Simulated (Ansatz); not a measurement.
System SiC (space group F-43m, No. 216); source of the atomic positions: the geometry relaxed with DFT PBE, scalar-relativistic, plane waves, PAW (Ansatz 0.2.0).

Space group F-43m (No. 216). a = 4.380 Å, b = 4.380 Å, c = 4.380 Å, α = 90.00°, β = 90.00°, γ = 90.00°
```csv
atom,site,symmetry,x,y,z
Si,4d,-43m,0.2500,0.2500,0.7500
C,4a,-43m,0.0000,0.0000,0.0000
```

Describe the stacking along [111], with columns A (0, 0), B (1/3, 2/3), C (2/3, 1/3) of the hexagonal mesh spanned by (a − b)/2 and (b − c)/2.

C(A) – Si(B) – C(B) – Si(C) – C(C) – Si(A) (six layers in 7.59 Å).

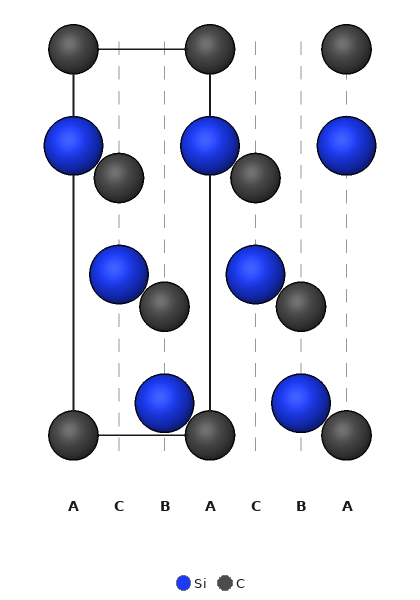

Projection along an edge of the hexagonal mesh, stacking direction [111] upwards. The dashed lines mark the three columns A (0, 0), B (1/3, 2/3) and C (2/3, 1/3). The box is the hexagonal cell of the face-centred cubic lattice. The sequence starts with the first layer at or above the cell's origin.
